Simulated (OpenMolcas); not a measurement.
## Geometry relaxation, with input and output: N2O (part 3 of 3)

N2O; CASSCF/ANO-RCC-VDZP, DKH2 (OpenMolcas 26.06). The geometry comes from this level: PBE0-D4/def2-TZVP.

Geometry of the input (Å):
```
N  -0.5117  1.0013  -0.1679
N  -0.0084  0.0165  -0.0028
O  0.5201  -1.0178  0.1707
```

## Output, continued
```
**********************************************************************************************************************
*                                    Energy Statistics for Geometry Optimization                                     *
**********************************************************************************************************************
                       Energy     Grad      Grad              Step                 Estimated   Geom       Hessian
Iter      Energy       Change     Norm      Max    Element    Max     Element     Final Energy Update Update   Index
  1   -183.97025887  0.00000000 0.072423  0.043030 nrc001   0.033206  nrc001     -183.97121203 RS-RFO  None      0
  2   -183.97120284 -0.00094397 0.006072  0.005834 nrc002   0.004261  nrc002     -183.97121528 RS-RFO  BFGS      0
  3   -183.97121594 -0.00001309 0.001683  0.001220 nrc002   0.001314  nrc002     -183.97121692 RS-RFO  BFGS      0

       +----------------------------------+----------------------------------+
       +    Cartesian Displacements       +    Gradient in internals         +
       +  Value      Threshold Converged? +  Value      Threshold Converged? +
 +-----+----------------------------------+----------------------------------+
 + RMS + 7.2415E-04  1.2000E-03     Yes   + 9.7182E-04  3.0000E-04     No    +
 +-----+----------------------------------+----------------------------------+
 + Max + 1.0239E-03  1.8000E-03     Yes   + 1.2202E-03  4.5000E-04     No    +
 +-----+----------------------------------+----------------------------------+

 Convergence not reached yet!

*****************************************************************************************************************
*****************************************************************************************************************

++ Geometry section

********************************************************************************
  Geometrical information of the new structure
********************************************************************************

 *********************************************************
 * Nuclear coordinates for the next iteration / bohr     *
 *********************************************************
  ATOM              X               Y               Z
  N1              -0.957292        1.873278       -0.314135
  N2              -0.022598        0.044264       -0.007446
  O3               0.979890       -1.917542        0.321581

 *********************************************************
 * Nuclear coordinates for the next iteration / angstrom *
 *********************************************************
  ATOM              X               Y               Z
  N1              -0.506577        0.991296       -0.166233
  N2              -0.011958        0.023424       -0.003940
  O3               0.518535       -1.014720        0.170174

--
--- Stop Module: slapaf /rc=_RC_CONTINUE_LOOP_ ---

>>> END DO

--- Start Module: seward ---
--- Stop Module: seward /rc=_RC_ALL_IS_WELL_ ---

--- Start Module: rasscf ---
--- Stop Module: rasscf /rc=_RC_ALL_IS_WELL_ ---

--- Start Module: slapaf ---
--- Stop Module: slapaf /rc=_RC_INVOKED_OTHER_MODULE_ ---

--- Start Module: alaska ---
--- Stop Module: alaska /rc=_RC_ALL_IS_WELL_ ---
--- Module alaska spent 1 second ---

--- Start Module: slapaf ---

**********************************************************************************************************************
*                                    Energy Statistics for Geometry Optimization                                     *
**********************************************************************************************************************
                       Energy     Grad      Grad              Step                 Estimated   Geom       Hessian
Iter      Energy       Change     Norm      Max    Element    Max     Element     Final Energy Update Update   Index
  1   -183.97025887  0.00000000 0.072423  0.043030 nrc001   0.033206  nrc001     -183.97121203 RS-RFO  None      0
  2   -183.97120284 -0.00094397 0.006072  0.005834 nrc002   0.004261  nrc002     -183.97121528 RS-RFO  BFGS      0
  3   -183.97121594 -0.00001309 0.001683  0.001220 nrc002   0.001314  nrc002     -183.97121692 RS-RFO  BFGS      0
  4   -183.97121643 -0.00000050 0.000036  0.000020 nrc001  -0.000417  nrc002     -183.97121645 RS-RFO  BFGS      0

       +----------------------------------+----------------------------------+
       +    Cartesian Displacements       +    Gradient in internals         +
       +  Value      Threshold Converged? +  Value      Threshold Converged? +
 +-----+----------------------------------+----------------------------------+
 + RMS + 2.3178E-04  1.2000E-03     Yes   + 2.0932E-05  3.0000E-04     Yes   +
 +-----+----------------------------------+----------------------------------+
 + Max + 3.2727E-04  1.8000E-03     Yes   + 1.9724E-05  4.5000E-04     Yes   +
 +-----+----------------------------------+----------------------------------+

 Geometry is converged in   4 iterations to a Minimum Structure

*****************************************************************************************************************
*****************************************************************************************************************

++ Geometry section

********************************************************************************
  Geometrical information of the final structure
********************************************************************************

  NOTE: on convergence the final predicted structure will be printed here.
  This is not identical to the structure printed in the head of the output.

 *********************************************************
 * Nuclear coordinates of the final structure / bohr     *
 *********************************************************
  ATOM              X               Y               Z
  N1              -0.957226        1.873148       -0.314113
  N2              -0.022516        0.044107       -0.007421
  O3               0.979742       -1.917254        0.321534

 *********************************************************
 * Nuclear coordinates of the final structure / angstrom *
 *********************************************************
  ATOM              X               Y               Z
  N1              -0.506542        0.991227       -0.166221
  N2              -0.011915        0.023340       -0.003927
  O3               0.518457       -1.014567        0.170148

                    ***************************************
                    *    InterNuclear Distances / bohr    *
                    ***************************************

               1 N1            2 N2            3 O3
    1 N1       0.000000
    2 N2       2.076809        0.000000
    3 O3       4.303840        2.227031        0.000000

                    *******************************************
                    *    InterNuclear Distances / angstrom    *
                    *******************************************

               1 N1            2 N2            3 O3
    1 N1       0.000000
    2 N2       1.099000        0.000000
    3 O3       2.277494        1.178494        0.000000

                    **************************************
                    *    Valence Bond Angles / degree    *
                    **************************************
                          Atom centers                 Phi
                      1 N1       2 N2       3 O3       180.00
--
--- Stop Module: slapaf /rc=_RC_INVOKED_OTHER_MODULE_ ---

--- Start Module: last_energy ---

                                            &LAST_ENERGY

                       available to each process: 1.9 GB of memory, 1 thread

    Geometry read from RUNFILE

               SEWARD will generate:
                  Multipole Moment integrals up to order  2
                  Kinetic Energy integrals
                  Nuclear Attraction integrals (point charge)
                  One-Electron Hamiltonian integrals
                  Velocity integrals
                  Relativistic Douglas-Kroll-Hess integrals:
                    - Parametrization         : EXP
                    - DKH order of Hamiltonian: 2
                    - DKH order of Properties : 0
                         - multipole moment operators
                         - electric potential operators
                         - contact operators
                  Orbital angular momentum around (  0.0445  -0.0871   0.0146 )
                  Velocity quadrupole around (  0.0444  -0.0868   0.0146 )
                  Atomic mean-field integrals
                  RI decomposed two-electron repulsion integrals stored Cholesky style
                   - acCD auxiliary basis
                   - CD Threshold:   1.00E-04

                   Integrals are discarded if absolute value <: 1.00E-14
                   Integral cutoff threshold is set to       <: 1.00E-16

            Nuclear Potential Energy             61.75110814 au

      Basis set specifications :
      Symmetry species         a
      Basis functions           42

      Header of the ONEINT file:
      --------------------------

      OrdInt status: non-squared

      Cartesian coordinates in angstrom:
      -----------------------------------------------------
      No.  Label        X            Y            Z
      -----------------------------------------------------
       1   N1        -0.50654245   0.99122704  -0.16622121
       2   N2        -0.01191474   0.02334024  -0.00392716
       3   O3         0.51845719  -1.01456728   0.17014838
      -----------------------------------------------------
      Nuclear repulsion energy =   61.75110814

++    Wave function specifications:
      -----------------------------

      Number of closed shell electrons          16
      Number of electrons in active shells       6
      Max number of holes in RAS1 space          0
      Max nr of electrons in RAS3 space          0
      Number of inactive orbitals                8
      Number of active orbitals                  6
      Number of secondary orbitals              28
      Spin quantum number                      0.0
      State symmetry                             1
--

++    Orbital specifications:
      -----------------------

      Symmetry species                           1
                                                 a
      Frozen orbitals                            0
      Inactive orbitals                          8
      Active orbitals                            6
      RAS1 orbitals                              0
      RAS2 orbitals                              6
      RAS3 orbitals                              0
      Secondary orbitals                        28
      Deleted orbitals                           0
      Number of basis functions                 42
--

++    CI expansion specifications:
      ----------------------------

      Number of CSFs                           175
      Number of spin combinations              210
      Number of determinants                   400
      Number of root(s) required                 1
      Root chosen for geometry opt.              1
      CI root used                               1

      highest root included in the CI            1
      max. size of the explicit Hamiltonian    175
--

++    Optimization specifications:
      ----------------------------

      RASSCF algorithm: LK RI/DF
      Maximum number of macro iterations       200
      Maximum number of SX iterations          100
      Threshold for RASSCF energy            1.000E-08
      Threshold for max MO rotation          1.000E-01
      Threshold for max BLB element          1.000E-04
      Level shift parameter                  5.000E-01
      Make Quasi-Newton update
--
      Starting CI array(s) will be read from file

      File JOBOLD not found -- use JOBIPH.
      The MO-coefficients are taken from the file:
      JOBIPH
      Title:(No title given)

      Total molecular charge    0.00

      ************************************************************************************************************************
      *                                            Wave function control section                                             *
      ************************************************************************************************************************

                                         RASSCF iterations: Energy and convergence statistics
                                         ----------------------------------------------------

          iter iter root      energy       change     param      element    value   shift minimum  type update hh:mm:ss
 Nr of preliminary CI iterations:   1
        1   1    6    1  -183.97121638    0.00E+00   7.28E-05    9  22 1  2.24E-04*  0.00   0.00    SX    NO    0:00:00
        2   1    5    1  -183.97121645   -7.43E-08*  6.01E-05    6  12 1  9.53E-05   0.00   0.00    SX    NO    0:00:00
        3   1    5    1  -183.97121646   -6.48E-09   4.30E-05    7  13 1  7.23E-05   0.00   0.00    SX    NO    0:00:00
        4   1    5    1  -183.97121647   -4.51E-09   3.90E-05    6  12 1  6.67E-05   0.00   0.00    SX    NO    0:00:00
      Convergence after  4 iterations
        5   1    5    1  -183.97121647   -2.03E-09   3.90E-05    7  13 1  5.39E-05   0.00   0.00    SX    NO    0:00:00

      ************************************************************************************************************************
                                                      Wave function printout:
                       occupation of active orbitals, and spin coupling of open shells (u,d: Spin up or down)
      ************************************************************************************************************************

      Note: transformation to natural orbitals
      has been made, which may change the order of the CSFs.

      printout of CI-coefficients larger than  0.05 for root  1
      energy=    -183.971216
      conf/sym  111111     Coeff  Weight
             1  222000  -0.97201 0.94480
            11  220200   0.09633 0.00928
            18  2udud0   0.08605 0.00740
            26  u2du0d  -0.05178 0.00268
            31  202020   0.09633 0.00928
            39  ud20ud  -0.05178 0.00268
            46  022002   0.06675 0.00446
            47  2uudd0   0.09612 0.00924
            51  u2ud0d  -0.05789 0.00335
            55  uu20dd  -0.05789 0.00335

      Natural orbitals and occupation numbers for root  1
      sym 1:   1.976437   1.954517   1.954517   0.045284   0.045284   0.023961

      ************************************************************************************************************************
      *                                                    Final results                                                     *
      ************************************************************************************************************************

++    Final optimization conditions:
      ------------------------------

      Average CI energy                            -183.97121647
      RASSCF energy for state  1                   -183.97121647
      Super-CI energy                                -0.00000001
      RASSCF energy change                           -0.00000000
      Max change in MO coefficients              -3.027E-05
      Max non-diagonal density matrix element     3.904E-05
      Maximum BLB matrix element                  5.387E-05
      (orbital pair   7,  13 in symmetry   1)
      Norm of electronic gradient            1.689E-04
--

      Final state energy(ies):
      ------------------------

::    RASSCF root number  1 Total energy:   -183.97121647
      Von Neumann Entropy (Root   1) =  0.40571

      Mulliken population analysis for root number:  1
      -----------------------------------------------

++    Molecular charges:
      ------------------

      Mulliken charges per centre
      ---------------------------

                N1      N2      O3
      Total    7.1707  6.5519  8.2774

      N-E     -0.1707  0.4481 -0.2774

      Total electronic charge=   22.000000

      Total            charge=   -0.000000
--

      Expectation values of various properties for root number:  1
      -----------------------------------------------------------

++    Molecular properties:
      ---------------------

      Charge (e):
                      =   -0.0000
      Dipole Moment (debye):
      Origin of the operator (angstrom)=    0.0235   -0.0459    0.0077
                   X=  8.2774E-02               Y= -1.6194E-01               Z=  2.7135E-02           Total=  1.8388E-01
      Quadrupole Moment (debye*angstrom):
      Origin of the operator (angstrom)=    0.0235   -0.0459    0.0077
                  XX= -1.6143E+01              XY=  1.3900E+00              XZ= -2.3310E-01              YY= -1.8153E+01
                  YZ=  4.5614E-01              ZZ= -1.5509E+01
      In traceless form (debye*angstrom)
                  XX=  6.8795E-01              XY=  2.0850E+00              XZ= -3.4965E-01              YY= -2.3266E+00
                  YZ=  6.8422E-01              ZZ=  1.6387E+00
--

      LoProp population analysis for root number:  1
      -----------------------------------------------

++    LoProp analysis:
      ----------------

++    Static properties:
      ------------------

      LoProp Charges per center

                   N1       N2       O3
      Nuclear      7.0000   7.0000   8.0000
      Electronic  -7.1938  -6.5142  -8.2920

      Total       -0.1938   0.4858  -0.2920
--

      Natural Bond Order analysis for root number:  1

++    Natural Bond Order analysis
      ---------------------------
      Based on LoProp computed density
      -------------------------------------------------------------------------------------
      Atom A       Atom B       Bond Order
      -------------------------------------------------------------------------------------
      NBO located      0.995 non-bonded electrons on atom N1
      NBO located      0.998 non-bonded electrons on atom N2
      NBO located      0.998 non-bonded electrons on atom O3
      NBO located      0.970 non-bonded electrons on atom O3
      The remaining    8.146 electrons are to be considered as diffuse
--

--

      Average orbitals are written to the RASORB file
      Natural orbitals for root   1 are written to the RASORB.1 file
      Spin density orbitals for root   1 are written to the SPDORB.1 file

--- Stop Module: last_energy /rc=_RC_ALL_IS_WELL_ ---
--- Module last_energy spent 1 second ---

>>> END DO

.##################.
.# Happy landing! #.
.##################.

    Timing: Wall=13.61 User=11.39 System=1.34
```

## Trajectory as extended XYZ (Å, eV, eV/Å), 4 frames, from step=0 to step=3
```
3
Properties=species:S:1:pos:R:3:forces:R:3 step=0 energy=-5006.08577
N    -0.5117    1.0013   -0.1679    1.1586  -2.2662   0.3795
N    -0.0084    0.0165   -0.0028   -1.2112   2.3685  -0.3963
O     0.5201   -1.0178    0.1707    0.0526  -0.1023   0.0168
3
Properties=species:S:1:pos:R:3:forces:R:3 step=1 energy=-5006.11146
N    -0.5059    0.9899   -0.1660   -0.0739   0.1452  -0.0247
N    -0.0116    0.0228   -0.0039   -0.0392   0.0756  -0.0121
O     0.5175   -1.0127    0.1698    0.1131  -0.2208   0.0368
3
Properties=species:S:1:pos:R:3:forces:R:3 step=2 energy=-5006.11182
N    -0.5065    0.9911   -0.1662   -0.0051   0.0105  -0.0020
N    -0.0118    0.0232   -0.0039   -0.0249   0.0478  -0.0076
O     0.5183   -1.0142    0.1701    0.0300  -0.0583   0.0096
3
Properties=species:S:1:pos:R:3:forces:R:3 step=3 energy=-5006.11183
N    -0.5066    0.9913   -0.1662    0.0005  -0.0006   0.0000
N    -0.0120    0.0234   -0.0039   -0.0009   0.0012   0.0001
O     0.5185   -1.0147    0.1702    0.0004  -0.0006   0.0000
```

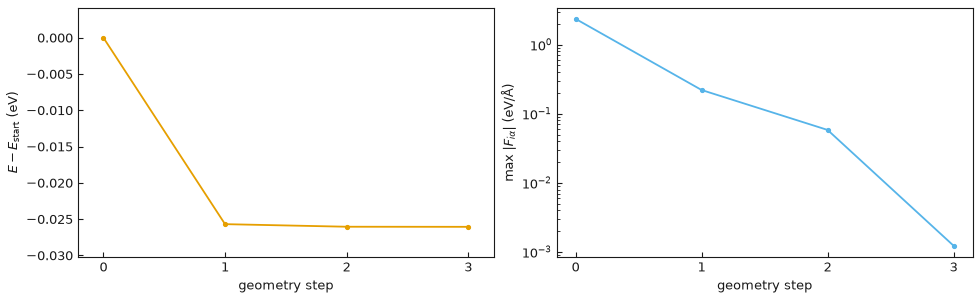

Figure 1. Progress of the relaxation, step by step (steps are counted from 0). The largest move after the best rigid fit is that of N1, 0.011 Å. Largest moves by element: N 0.011 Å, O 0.003 Å. Among the contacts that change: N1–N2 1.118 → 1.099 Å, N2–O3 1.174 → 1.179 Å. Over 3 geometry steps the energy falls by 0.026 eV. The largest force component goes from 2.4 to 0.0012 eV/Å. (Atoms are counted from 1 in the order of the input.)

## Key numbers

```tsv
quantity	value
outcome	converged
total energy	−183.971216 hartree
CASSCF energy	−183.971216 hartree
basis functions	42
hardware	1 thread of Arm Neoverse V2, 24 GiB of memory available, shared host
wall time	14 s
peak memory	0.082 GiB
```
